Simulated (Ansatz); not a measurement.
# Sn2C (model cell, started as cuprite): following an unstable mode

Aim: this structure of Sn2C (model cell, started as cuprite) is to be tested for unstable modes, and one is followed downhill.

Calculated with Ansatz 0.2.0; DFT PBEsol, scalar-relativistic, plane waves, PAW.

The structure was built from a prototype and need not be the compound's stable phase.

### Step 1. Starting point

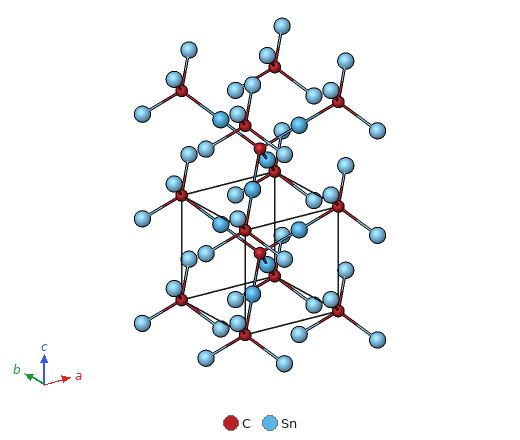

The cell as given, from a free direction (carbon red, tin blue). 1×1×2 cells are drawn. Some periodic images of atoms are drawn too.

### Step 2. The dispersion

The cell comes from relaxations at this level that are not shown. Stability and thermal properties need the whole zone. Linear response on a 2×2×2 q mesh gives force constants as far as a supercell of that size would.

input.yaml reads:

```yaml
crystal:
  lattice:
    - [5.0213021337, 0.0, 0.0]
    - [0.0, 5.0213021337, 0.0]
    - [0.0, 0.0, 5.0213021337]
  atoms:
    - { symbol: C, position: [0.0, 0.0, 0.0] }
    - { symbol: C, position: [0.5, 0.5, 0.5] }
    - { symbol: Sn, position: [0.25, 0.25, 0.25] }
    - { symbol: Sn, position: [0.75, 0.75, 0.25] }
    - { symbol: Sn, position: [0.75, 0.25, 0.75] }
    - { symbol: Sn, position: [0.25, 0.75, 0.75] }
kpoints:
  mp_grid: { grid: [8, 8, 8] }
hamiltonian:
  xc: pbesol
scf:
  occupations: { method: methfessel_paxton, width: 0.2 }
output:
  eigenvalues: true
phonons:
  method: dfpt
  qmesh: [2, 2, 2]
  temperatures: { t_max: 1000, t_step: 50 }
  qpath:
    path:
      - [[0.0, 0.0, 0.0], [0.0, 0.5, 0.0], [0.5, 0.5, 0.0], [0.0, 0.0, 0.0], [0.5, 0.5, 0.5], [0.0, 0.5, 0.0]]
      - [[0.5, 0.5, 0.5], [0.5, 0.5, 0.0]]
    npoints: 10
```

Command:

```sh
$ ansatz run input.yaml --threads 8 --pin off --max-ram 14336MiB --backend cpu --events-out ev --progress --plain --runs-dir out
```

Numbers of over 12 decimals in the logs are rounded to 6 here.

The log of the run:

```text
Warning: phonons: the dynamical matrix that this run interpolates holds no multipole term above the dipole-dipole one, and a site of this crystal is no centre of inversion, so its interpolated transverse optical and acoustic branches and sound speeds can stay off near Gamma, and the density of states and the thermodynamics with them. What a run solves at a wave vector of phonons.qpoints, Gamma apart, where the deck admits one, is free of this, and under fd what a larger phonons.supercell samples
Engine: ansatz 0.2.0, aarch64-unknown-linux-gnu
Pseudopotentials: kind: paw
Pseudopotential: C, paw, valence charge 4, recommended cutoff 420 eV (normal), C.paw.azcp
Pseudopotential: Sn, paw, valence charge 14, recommended cutoff 420 eV (normal), Sn.paw.azcp
Functional definition: PBEsol
  exchange = pbesol_x
  correlation = pbesol_c
Crystal: 6 atoms, lattice volume = 126.604 Å³
Basis set: ecut = 420 eV, 2517 PW (Γ), exchange–correlation on 72×72×72 points (8 copies of the dense FFT grid, shifted against one another)
Bands: 39, of which v1, the nominal top of the filled ones, is band 32 counted from 1 (31 counted from 0)
Symmetry: 48 space group operations
k-points: 35 of 512
Non-local potential: C, projectors of the file, l = 0: 2, l = 1: 2, l = 2: 1
Non-local potential: Sn, projectors of the file, l = 0: 2, l = 1: 2, l = 2: 2, l = 3: 2
PAW form: soft (Blöchl's): semilocal exchange-correlation on the pseudo side does not see the compensation charge
PAW frozen core: C, regenerated for the run's functional, and the local potential with it (the file was generated under x = pbe(κ = 0.804, μ = 0.219515), c = pbe(β = 0.066725))
PAW frozen core: Sn, regenerated for the run's functional, and the local potential with it (the file was generated under x = pbe(κ = 0.804, μ = 0.219515), c = pbe(β = 0.066725))
PAW one-centre angular grid: C, 110 points (default); XC on 64 Gauss nodes
PAW one-centre angular grid: Sn, 590 points (default); XC on 64 Gauss nodes
Initial density: superposition of atomic densities (neutral atoms: chi_scale 0, normalization atom), corrected by the library's trained network
Initial wavefunctions: pseudopotential atomic-orbital guess
Functional: x = pbesol(κ = 0.804, μ = 0.123457), c = pbesol(β = 0.046)
SCF iter   1: F=—  HF=-24285.407835 eV  |F-HF|=—  |Δ(HF+E_count)|=         —  Δρ=1.37e-2  dr2=3.81e-1  ethr=1.77e-3  ⟨swp⟩=7.8  Hψ=5931  notcnv=0
preconditioner: auto → Kerker (q_TF=auto, 2.435 Å⁻¹)  [metal: Δε(μ)=0.008 eV  Ē_g=17.796 eV  σ=0.200 eV  W_gap=0.03  n_scr=26 (ndim 8)  ℏωp=26.4 eV  f_vac=0.000  D(μ)=3.84/eV (n_scr^D=26)]
SCF iter   2: F=—  HF=-24285.338182 eV  |F-HF|=—  |Δ(HF+E_count)|=   6.97e-2  S|Δr|=    0.00e0  Δρ=6.18e-3  dr2=8.65e-2  ethr=5.96e-4  ⟨swp⟩=1.2  Hψ=1658  notcnv=0  defer=2
SCF iter   3: F=—  HF=-24285.319696 eV  |F-HF|=—  |Δ(HF+E_count)|=   1.85e-2  S|Δr|=    0.00e0  Δρ=1.11e-3  dr2=1.52e-3  ethr=1.35e-4  ⟨swp⟩=2.0  Hψ=1683  notcnv=0  defer=2
SCF iter   4: F=—  HF=-24285.319567 eV  |F-HF|=—  |Δ(HF+E_count)|=   1.29e-4  S|Δr|=    0.00e0  Δρ=2.24e-4  dr2=5.96e-5  ethr=2.38e-6  ⟨swp⟩=2.0  Hψ=1728  notcnv=0  defer=2
SCF iter   5: F=—  HF=-24285.319562 eV  |F-HF|=—  |Δ(HF+E_count)|=   4.61e-6  S|Δr|=    0.00e0  Δρ=6.81e-5  dr2=6.63e-6  ethr=9.31e-8  ⟨swp⟩=2.1  Hψ=2411  notcnv=0  defer=2
SCF iter   6: F=—  HF=-24285.319559 eV  |F-HF|=—  |Δ(HF+E_count)|=   3.01e-6  S|Δr|=    0.00e0  Δρ=1.75e-5  dr2=5.51e-7  ethr=1.04e-8  ⟨swp⟩=3.0  Hψ=2549  notcnv=0  defer=2
SCF iter   7: F=—  HF=-24285.319558 eV  |F-HF|=—  |Δ(HF+E_count)|=   1.32e-6  S|Δr|=    0.00e0  Δρ=3.70e-6  dr2=2.21e-8  ethr=8.60e-10  ⟨swp⟩=2.4  Hψ=2366  notcnv=0  defer=5
SCF iter   8: F=—  HF=-24285.319558 eV  |F-HF|=—  |Δ(HF+E_count)|=   4.42e-9  S|Δr|=    0.00e0  Δρ=8.02e-7  dr2=1.19e-9  ethr=3.46e-11  ⟨swp⟩=2.7  Hψ=2170  notcnv=0  defer=5
SCF iter   9: F=—  HF=-24285.319558 eV  |F-HF|=—  |Δ(HF+E_count)|=  1.46e-11  S|Δr|=    0.00e0  Δρ=2.20e-7  dr2=7.63e-11  ethr=1.87e-12  ⟨swp⟩=2.2  Hψ=1619  notcnv=0  defer=5
SCF iter  10: F=-24285.319558 eV  HF=-24285.319558 eV  |F-HF|=2.91e-11  |Δ(HF+E_count)|=  1.46e-11  S|Δr|=    0.00e0  Δρ=3.58e-8  dr2=1.43e-12  ethr=1.00e-12  ⟨swp⟩=11.4  Hψ=6574  notcnv=0
SCF 1 converged in 10 iterations: F = -24285.319558 eV  dr2 = 1.43e-12
  greatest PAW one-centre occupation: 0.992 electrons in one spin orbital (limit 2), on the Sn atom at site 2 (counted from 0), in its partial waves of l = 2
Initial density: read from a saved state, or passed on in memory by an earlier SCF of this step, an earlier step, the calling program or the single point that the run made first
iter 1 solved again at ethr=2.28e-7 eV; its pass at ethr=3.10e-3 eV (dr2=1.46e-4 eV) is discarded
SCF iter   1: F=—  HF=-24285.319558 eV  |F-HF|=—  |Δ(HF+E_count)|=         —  Δρ=6.12e-7  dr2=3.66e-10  ethr=2.28e-7  ⟨swp⟩=3.3  Hψ=9338  notcnv=0
eigensolver tolerance schedule: the retry pair's looser diagonalisation over-reported the residual by 398455.61 of it (diagonalisation noise at an unbounded share of the residual, at the tolerance the schedule requests for it); recorded, not acted on — ethr = c·dr2/N_el stays at c = 1.0e-1
preconditioner: auto → Kerker (q_TF=auto, 2.435 Å⁻¹)  [metal: Δε(μ)=0.029 eV  Ē_g=17.817 eV  σ=0.200 eV  W_gap=0.12  n_scr=26 (ndim 8)  ℏωp=26.4 eV  f_vac=0.000  D(μ)=3.69/eV (n_scr^D=26)]
SCF iter   2: F=—  HF=-24285.319558 eV  |F-HF|=—  |Δ(HF+E_count)|=   3.08e-7  S|Δr|=    0.00e0  Δρ=3.24e-7  dr2=9.77e-11  ethr=1.00e-12  ⟨swp⟩=4.5  Hψ=4030  notcnv=0
SCF iter   3: F=—  HF=-24285.319558 eV  |F-HF|=—  |Δ(HF+E_count)|=  2.91e-11  S|Δr|=    0.00e0  Δρ=2.04e-7  dr2=3.82e-11  ethr=1.00e-12  ⟨swp⟩=1.0  Hψ=1365  notcnv=0
SCF iter   4: F=—  HF=-24285.319558 eV  |F-HF|=—  |Δ(HF+E_count)|=  1.46e-11  S|Δr|=    0.00e0  Δρ=1.13e-7  dr2=1.22e-11  ethr=1.00e-12  ⟨swp⟩=1.0  Hψ=1365  notcnv=0
SCF iter   5: F=-24285.319558 eV  HF=-24285.319558 eV  |F-HF|=1.46e-11  |Δ(HF+E_count)|=  7.28e-12  S|Δr|=    0.00e0  Δρ=5.92e-8  dr2=3.58e-12  ethr=1.00e-12  ⟨swp⟩=4.9  Hψ=3525  notcnv=0
SCF 2 converged in 5 iterations: F = -24285.319558 eV  dr2 = 3.58e-12
  greatest PAW one-centre occupation: 0.992 electrons in one spin orbital (limit 2), on the Sn atom at site 4 (counted from 0), in its partial waves of l = 2
phonons: the bands overlap, so this run is a metal and interpolates without the dipole-dipole term. If the crystal is really an insulator or semiconductor, its LO-TO splitting is missing
NSCF: frozen V_eff on 35 k-points
NSCF: frozen V_eff on 150 k-points
DFPT response loops at q = (0, 0, 0) (fractional): preconditioner auto → Kerker (q_TF=auto, 2.435 Å⁻¹) (partly filled bands, converged f_vac=0.000); β = 1.00, the filter's whole step (`scf.mixing.beta` (0.50) is not read by the response loops under this deck's `scf.mixing.preconditioner`; to damp them name `kerker` or `kerker_dos`, under which they read `scf.mixing.beta`, and type it under 1.00, their step now; both keys bind the ground state too); Broyden in place of MSR1
NSCF: frozen V_eff on 520 k-points
DFPT response loops at q = (0, 0, -0.5) (fractional): mixed as the last ones told, above
NSCF: frozen V_eff on 520 k-points
DFPT response loops at q = (0, -0.5, -0.5) (fractional): mixed as the last ones told, above
NSCF: frozen V_eff on 300 k-points
DFPT response loops at q = (-0.5, -0.5, -0.5) (fractional): mixed as the last ones told, above
SCF converged after 10 iterations
Stability not checked: this state was not tested for a lower state beside it, because cold or Methfessel-Paxton smearing, or corrected tetrahedra, fill the levels in a way that the test cannot read (fill_not_monotonic; see scf.lower_state_search)
Free energy (F): -24285.319558 eV
Harris-Foulkes:  -24285.319558 eV  (|F-HF|=2.91e-11)
Internal energy: -24285.310566 eV  (E = F + TS)
E sigma→0 (E₀):  -24285.317310 eV
Entropy (-TS):   -0.008992 eV (-1.499 meV/atom)
Fermi energy:    10.063991 eV
--- Per-component energies (eV) ---
  E_band       = -346.265167
  E_kinetic    = 916.861366
  E_local      = -3736.029832  (includes V_loc(G=0)·N_el)
  E_nonlocal   = -64.261895
  E_hartree    = 2239.342464
  E_xc         = -1607.644849
  E_vxc        = -500.688789  (∫ρ·V_xc dr)
  E_paw        = -16456.170256  (= ΣΔE_a)
  E_vpaw       = -1440.830929  (= ΣTr[D̂ρ^β])
  E_aug_tail   = 0.000007  (compensation charges beyond the density's cutoff)
  E_ewald      = -5578.589130
  E_core_change = 1.181560  (= ΣΔE_core)
  E_smearing   = -0.008992  (= −TS)
  E_closure    = 0.000000  (closes the sum)
  Σ components = -24285.319558   (vs F -24285.319558, Δ=0.00e0)
--- Band table (eV; the first three rows and the last of 35) ---
  k-point 0: bands = [... 28 lower, 6.0869, 6.8092, 6.8092, 11.7989, 11.7989, 11.7989, 12.1481, 12.1481, ... 3 higher]
  k-point 1: bands = [... 28 lower, 6.9147, 7.0208, 7.2341, 11.2818, 11.2818, 11.2874, 12.0022, 12.5010, ... 3 higher]
  k-point 2: bands = [... 28 lower, 7.2285, 7.9962, 8.2670, 10.3065, 10.8279, 10.8279, 11.5667, 12.3184, ... 3 higher]
  k-point 34: bands = [... 28 lower, 9.6042, 9.6042, 9.6042, 10.1781, 11.2975, 11.2975, 11.2975, 14.1122, ... 3 higher]
--- Phonons (Γ-DFPT): 2 representative perturbations + reference (Σ response iterations 6) ---
  ASR residual: 3.875e-6 → 0.000e0 eV/Å²; symmetrization residual: 4.923e-7 eV/Å²
  ASR residual per site (eV/Å²): 3.88e-6 3.88e-6 3.72e-6 3.72e-6 3.72e-6 3.72e-6
  Γ frequencies (cm⁻¹): -92.19 -92.19 -92.19 -77.79 -77.79 0.00 0.00 0.00 20.73 20.73 20.73 219.74 361.87 361.87 361.87 501.71 501.71 501.71
--- Phonons (arbitrary-q DFPT): 4 irreducible q on the 2×2×2 mesh ---
  q = [0.0000, 0.0000, 0.0000] (star 1, of the zone-centre solve; hermiticity 1.31e-7, symmetrization 1.62e-12): -92.19 -92.19 -92.19 -77.79 -77.79 -0.00 -0.00 0.00 20.73 20.73 20.73 219.74 361.87 361.87 361.87 501.71 501.71 501.71
  q = [0.0000, 0.0000, -0.5000] (star 3, 4 solved perturbations in 610 linear systems a pass and spin channel, the states on 260 of 512 k-point pairs; hermiticity 1.53e-7, symmetrization 1.18e-12): -92.74 -92.74 -74.21 -74.21 -73.91 -73.91 -31.67 -31.67 65.15 65.15 153.56 153.56 330.62 330.62 427.98 427.98 531.58 531.58
  q = [0.0000, -0.5000, -0.5000] (star 3, 4 solved perturbations in 610 linear systems a pass and spin channel, the states on 260 of 512 k-point pairs; hermiticity 2.33e-7, symmetrization 1.11e-12): -184.27 -184.27 -81.47 -81.47 -58.22 -58.22 -53.72 -53.72 64.47 64.47 136.29 136.29 203.43 203.43 440.98 440.98 512.18 512.18
  q = [-0.5000, -0.5000, -0.5000] (star 1, 2 solved perturbations in 225 linear systems a pass and spin channel, the states on 150 of 512 k-point pairs; hermiticity 1.64e-7, symmetrization 5.42e-12): -137.89 -137.89 -137.89 -81.80 -81.80 -81.80 -33.73 -33.73 66.09 66.09 66.09 221.36 378.46 378.46 378.46 496.16 496.16 496.16
  sum rule: each row above includes the acoustic sum rule's correction from the zone centre's row sums; it moved no ω² by more than (0.30 cm⁻¹)²
  mesh force constants: q→R imaginary residual 3.46e-17; ASR residual 3.875e-6 → 0.000e0 eV/Å²; symmetrization residual 6.217e-15 eV/Å²
  interpolated dispersion: 62 rows × 18 modes
  density of states and harmonic sums: on the 12×12×12 q-mesh, interpolated from the force constants of a 2×2×2 supercell (no non-analytic term)
  largest difference from the sums on the solved wave vectors: F 3.30e-2 eV, S 3.44e-5 and C_V 8.36e-6 eV/K
  zero-point energy: 0.180098 eV/cell   skipped modes (ω ≤ 0): 669, of them read as no rigid motion or as one in doubt: 666 (7.984e0 modes/cell left out, lowest -184.27 cm⁻¹)   left out of the sums: 4.44e-1 of the cell's modes: C_V's classical limit lies that fraction below 3 k_B per atom; for a crystal, a wire or a layer, F and S can be off by more, and a phonons.interpolated_qmesh denser along its periods is the remedy for the sampling
```

Elapsed: 2.1 min, on 8 threads of Arm Neoverse V2, shared host; peak memory 3.4 GiB; 16 min of CPU time.

Numbers from this step:

```yaml
volume_per_atom: 21.10 Å³
gap_on_the_k_mesh: 0 eV
sum_rule_residual_before_enforcement: 3.88e-6 eV/Å²
lowest_frequency_on_the_path: -184.3 cm⁻¹
point_group: m-3m
highest_frequency_on_the_path_or_at_a_solved_wavevector: 535.2 cm⁻¹
highest_optical_mode_at_the_zone_centre_no_lo_to_term: 501.7 cm⁻¹
lowest_optical_zone_centre_mode: -92.19 cm⁻¹
lowest_mode_on_the_q_mesh_acoustic_modes_at_gamma_apart: -184.3 cm⁻¹
```

Frequencies (cm⁻¹) solved at each irreducible wavevector; negative means imaginary. Frequencies by wavevector, by row:

```
q in reciprocal lattice units  star  mode 1  mode 2  mode 3  mode 4  mode 16  mode 17  mode 18
                        0 0 0     1   -92.2   -92.2   -92.2   -77.8    501.7    501.7    501.7
                     0 0 -0.5     3   -92.7   -92.7   -74.2   -74.2      428    531.6    531.6
                  0 -0.5 -0.5     3  -184.3  -184.3   -81.5   -81.5      441    512.2    512.2
               -0.5 -0.5 -0.5     1  -137.9  -137.9  -137.9   -81.8    496.2    496.2    496.2
```

Interpolated from a 2×2×2 q mesh. The phonon branches at the labelled points (cm⁻¹):

```
    point  branch 1  branch 2  branch 3  branch 4  branch 15  branch 16  branch 17  branch 18
        Γ       -92       -92       -92       -78        362        502        502        502
        X       -93       -93       -74       -74        428        428        532        532
        M      -184      -184       -82       -82        441        441        512        512
        Γ       -92       -92       -92       -78        362        502        502        502
        R      -138      -138      -138       -82        378        496        496        496
        X       -93       -93       -74       -74        428        428        532        532
jump to R      -138      -138      -138       -82        378        496        496        496
        M      -184      -184       -82       -82        441        441        512        512
```

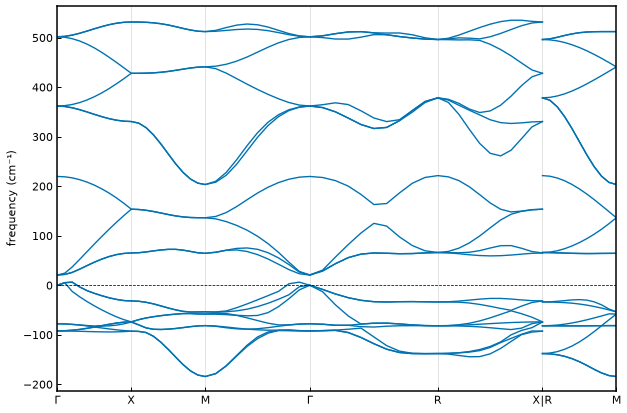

Phonon branches along the path.

Symmetry leaves 4 wavevectors to solve. The lowest mode among them, the acoustic zeros apart, lies at q = (0, -0.5, -0.5) and is imaginary, 184.3i cm⁻¹, so the energy falls along it.

### Step 3. The mode frozen in, largest atomic shift 0 Å

The mode followed lies at q = (0, -0.5, -0.5) with frequency 184.3i cm⁻¹ and is 2-fold degenerate, the softest among the wavevectors solved. At small amplitude the distorted cell has space group no. 49 by a symmetry search on the positions. The undistorted cell that holds it gives the zero of energy on the same k mesh.

System of this step: Sn2C (model cell, started as cuprite). The structure is cubic, space group Pn-3m (No. 224). Conventional cell: a = 5.021 Å, b = 5.021 Å, c = 5.021 Å, α = 90.00°, β = 90.00°, γ = 90.00°. C has 4 Sn at 2.17 Å nearest. Sn has 2 C at 2.17 Å nearest. Farther neighbours are not listed.

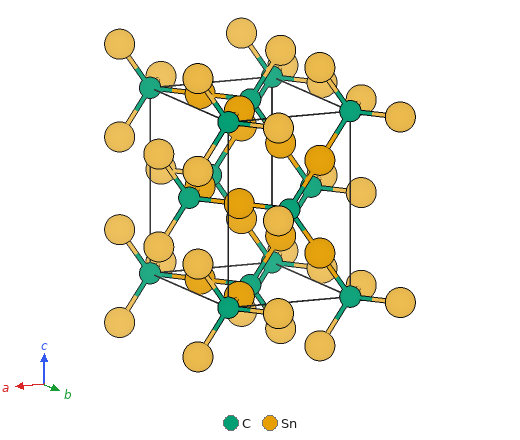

The cell of this step (carbon teal, tin orange). Some periodic images of atoms are drawn too.

input.yaml reads:

```yaml
crystal:
  lattice:
    - [-5.0213021337, 0.0, 0.0]
    - [0.0, -5.0213021337, -5.0213021337]
    - [0.0, -5.0213021337, 5.0213021337]
  atoms:
    - { symbol: C, position: [0.0, 0.5, 0.5] }
    - { symbol: C, position: [0.0, 0.0, 0.0] }
    - { symbol: C, position: [0.5, 0.0, 0.5] }
    - { symbol: C, position: [0.5, 0.5, 0.0] }
    - { symbol: Sn, position: [0.75, 0.25, 0.5] }
    - { symbol: Sn, position: [0.75, 0.75, 0.0] }
    - { symbol: Sn, position: [0.25, 0.0, 0.25] }
    - { symbol: Sn, position: [0.25, 0.5, 0.75] }
    - { symbol: Sn, position: [0.25, 0.0, 0.75] }
    - { symbol: Sn, position: [0.25, 0.5, 0.25] }
    - { symbol: Sn, position: [0.75, 0.75, 0.5] }
    - { symbol: Sn, position: [0.75, 0.25, 0.0] }
kpoints:
  mp_grid: { grid: [8, 6, 6] }
hamiltonian:
  xc: pbesol
scf:
  occupations: { method: methfessel_paxton, width: 0.2 }
output:
  forces: true
  stress: true
  eigenvalues: true
```

The log of the run:

```text
[...]
Crystal: 12 atoms, lattice volume = 253.209 Å³
Basis set: ecut = 420 eV, 4981 PW (Γ), exchange–correlation on 72×96×96 points (8 copies of the dense FFT grid, shifted against one another)
Bands: 77, of which v1, the nominal top of the filled ones, is band 64 counted from 1 (63 counted from 0)
Symmetry: 32 space group operations
[...]
k-points: 50 of 288
[...]
k-point 0: bands = [... 60 lower, 7.3871, 8.9849, 8.9849, 11.6891, 11.6891, 11.7992, 11.7995, 11.7995, ... 9 higher]
  k-point 1: bands = [... 60 lower, 7.7705, 9.0177, 9.2640, 11.0662, 11.1176, 11.3018, 11.3103, 11.4310, ... 9 higher]
  k-point 2: bands = [... 60 lower, 8.3752, 9.0301, 9.9831, 10.2079, 10.2408, 10.6051, 10.7643, 10.8258, ... 9 higher]
  k-point 49: bands = [... 60 lower, 8.9851, 8.9851, 8.9851, 8.9851, 11.6901, 11.6901, 11.6901, 11.6901, ... 9 higher]
[key lines of the parts left out:]
SCF converged after 7 iterations
Free energy (F): -48570.654986 eV
Fermi energy:    10.075341 eV
P = ⅓ Tr σ = -0.0351 GPa (-0.351 kbar)
```

Wall time 5.4 s (8 threads); peak memory 1.5 GiB.

Numbers from this step:

- pressure: -0.03511 GPa
- energy from the undistorted cell: 0 meV/atom

The run ends at a pressure of -0.04 GPa.

### Step 4. The mode frozen in, largest atomic shift 0.14 Å

The atoms are moved along the unstable eigenvector, the largest shift by 0.14 Å, with the cell fixed.

input.yaml reads:

```yaml
crystal:
  lattice:
    - [-5.0213021337, 0.0, 0.0]
    - [0.0, -5.0213021337, -5.0213021337]
    - [0.0, -5.0213021337, 5.0213021337]
  atoms:
    - { symbol: C, position: [0.0, 0.4802850044, 0.5] }
    - { symbol: C, position: [0.0, 0.0197149956, 0.0] }
    - { symbol: C, position: [0.5, 0.0197149956, 0.5] }
    - { symbol: C, position: [0.5, 0.4802850044, 0.0] }
    - { symbol: Sn, position: [0.75, 0.25, 0.5] }
    - { symbol: Sn, position: [0.75, 0.75, 0.0] }
    - { symbol: Sn, position: [0.25, -0.0085899095, 0.25] }
    - { symbol: Sn, position: [0.25, 0.5085899095, 0.75] }
    - { symbol: Sn, position: [0.25, -0.0085899095, 0.75] }
    - { symbol: Sn, position: [0.25, 0.5085899095, 0.25] }
    - { symbol: Sn, position: [0.75, 0.75, 0.5] }
    - { symbol: Sn, position: [0.75, 0.25, 0.0] }
kpoints:
  mp_grid: { grid: [8, 6, 6] }
hamiltonian:
  xc: pbesol
scf:
  occupations: { method: methfessel_paxton, width: 0.2 }
output:
  forces: true
  stress: true
  eigenvalues: true
```

The log of the run:

```text
[...]
Crystal: 12 atoms, lattice volume = 253.209 Å³
Basis set: ecut = 420 eV, 4981 PW (Γ), exchange–correlation on 72×96×96 points (8 copies of the dense FFT grid, shifted against one another)
Bands: 77, of which v1, the nominal top of the filled ones, is band 64 counted from 1 (63 counted from 0)
Symmetry: 8 space group operations
[...]
k-points: 80 of 288
[...]
k-point 0: bands = [... 60 lower, 7.4924, 8.9010, 8.9916, 11.4750, 11.6617, 11.7864, 11.7925, 11.8828, ... 9 higher]
  k-point 1: bands = [... 60 lower, 7.8714, 8.9312, 9.2767, 11.0180, 11.1125, 11.2460, 11.4182, 11.4387, ... 9 higher]
  k-point 2: bands = [... 60 lower, 8.4596, 8.9355, 9.9975, 10.2065, 10.2786, 10.6989, 10.7625, 10.8263, ... 9 higher]
  k-point 79: bands = [... 60 lower, 8.9247, 8.9247, 8.9567, 8.9567, 11.6979, 11.6979, 11.8284, 11.8284, ... 9 higher]
[key lines of the parts left out:]
SCF converged after 8 iterations
Free energy (F): -48570.718177 eV
Fermi energy:    10.071757 eV
P = ⅓ Tr σ = 0.5686 GPa (5.686 kbar)
```

It took 9.5 s on 8 threads; peak memory 1.7 GiB; 73 s of CPU time.

This step gave:

| Item | Value |
| --- | --- |
| pressure | 0.5686 GPa |
| energy from the undistorted cell | -5.659 meV/atom |

The energy, extrapolated to zero smearing, is -5.66 meV/atom against the undistorted cell.

The run ends at a pressure of 0.57 GPa, with forces up to 0.62 eV/Å.

(Continued in part 2 of 2.)

[Logs are printed without paths, hosts, clocks, repeated set-up lines and the standing remarks that a program may print on its own settings, such as how far it seeks lower states.]

[Hosts, paths, dates, database ids (printed as entryN), source tags and the programs' standing remarks are cut or masked in the printed files.]
